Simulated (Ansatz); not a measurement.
## Electronic structure of Ga3SbN2 in real space

Input

```
crystal:
  lattice:
    - [3.160352684, 0.0, 0.0]
    - [-1.580176342, 2.7369457093, 0.0]
    - [0.0, 0.0, 11.7940397252]
  atoms:
    - { symbol: "N", position: [0.0, 0.0, 0.0600698591] }
    - { symbol: "N", position: [0.3333333333, 0.6666666667, 0.2799710902] }
    - { symbol: Sb, position: [0.6666666667, 0.3333333333, 0.5667984963] }
    - { symbol: Ga, position: [0.3333333333, 0.6666666667, 0.1144587363] }
    - { symbol: Ga, position: [0.6666666667, 0.3333333333, 0.3372968818] }
    - { symbol: Ga, position: [0.0, 0.0, 0.8914049362] }
kpoints:
  mp_grid: { grid: [12, 12, 2] }
  band_path:
    path:
      - [0.0, 0.0, 0.0]
      - [0.5, 0.0, 0.0]
      - [0.3333333333, 0.3333333333, 0.0]
      - [0.0, 0.0, 0.5]
      - [0.5, 0.0, 0.5]
      - [0.3333333333, 0.3333333333, 0.5]
      - [0.1, 0.1, 0.0]
    npoints: 1
hamiltonian:
  xc: r2scan
scf:
  occupations: { method: fermi_dirac, width: 0.02 }
  n_extra_bands: 5
output:
  forces: true
  stress: true
  eigenvalues: true
  write_density: true
  write_potential: true
  elf: true
  volumetric_format: npy
```

Run with:

```sh
ansatz run input.yaml --threads 4 --pin off --max-ram 6451MiB --backend cpu --events-out ev --progress --plain --runs-dir out
```

Below, planes, directions and counts refer to the conventional cell (a = 3.16 Å, b = 3.16 Å, c = 11.79 Å, α = 90.00°, β = 90.00°, γ = 120.00°).

Space group P3m1; started from the ordered alloy on zincblende lattice prototype, which need not be the ambient phase.

The calculation used Ansatz 0.2.0, DFT, r2SCAN, plane waves, PAW.

Core electrons are frozen (PAW), and the valence fields are smoothed inside the atomic spheres.

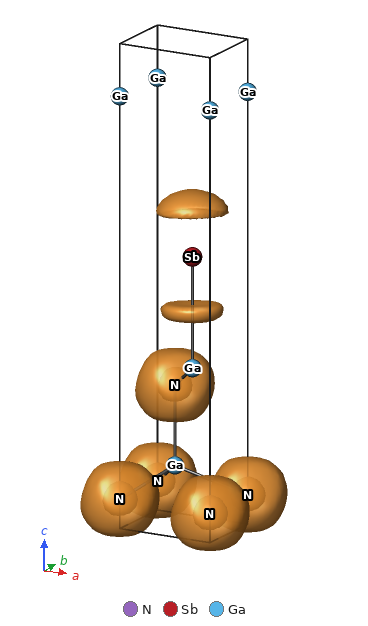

Figure 1. Isosurface of the ELF at 0.65 (orange), seen slightly off an axis. Core shells and regions of very low density are left out. Sticks mark near contacts.

Question: What do the ELF domains correspond to?

Answer: At this value the surface marks out one region between bonded Ga–Sb atoms (shared pairs), two regions wrapped around N (the valence shell of each) and one pocket between the atoms, centred on no nucleus (multi-centre or interstitial), counted in one cell of 6 atoms. Regions shared between cells count once. Profiles from the grid: Ga–N (1.93 Å): the ELF peaks at about 0.85 in the valence shell of N, 0.7 Å from its nucleus, and is about 0.50 at the midpoint. Ga–Sb (2.71 Å): the ELF peaks at about 0.80 between the atoms.

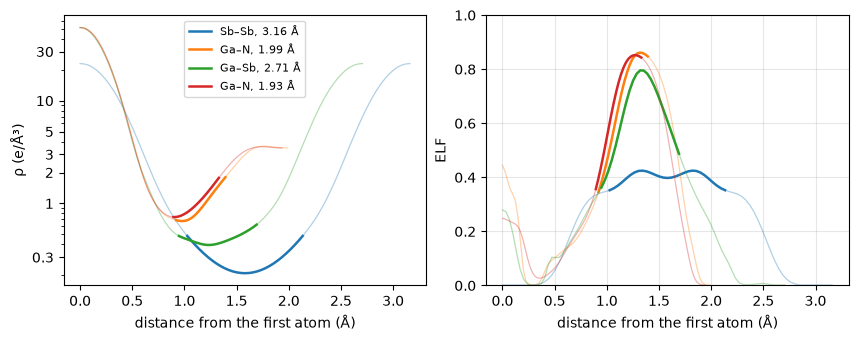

Figure 2. Valence charge density (pseudo) and electron localisation function along straight lines between neighbouring atoms. Thin, pale parts lie inside the atomic spheres.

Question: Compare the contacts.

Answer: Sb–Sb (3.16 Å): ρ at the midpoint is about 0.21 e/Å³; the ELF is about 0.40 at the midpoint.
Ga–N (1.99 Å): the density is about 0.68 e/Å³ at the midpoint; the ELF peaks at about 0.85 in the valence shell of N, 0.7 Å from its nucleus, and is about 0.45 at the midpoint.
Ga–Sb (2.71 Å): ρ at the midpoint is about 0.42 e/Å³; the ELF peaks at about 0.80 between the atoms.
Ga–N (1.93 Å): the density is about 0.76 e/Å³ at the midpoint; the ELF peaks at about 0.85 in the valence shell of N, 0.7 Å from its nucleus, and is about 0.50 at the midpoint.
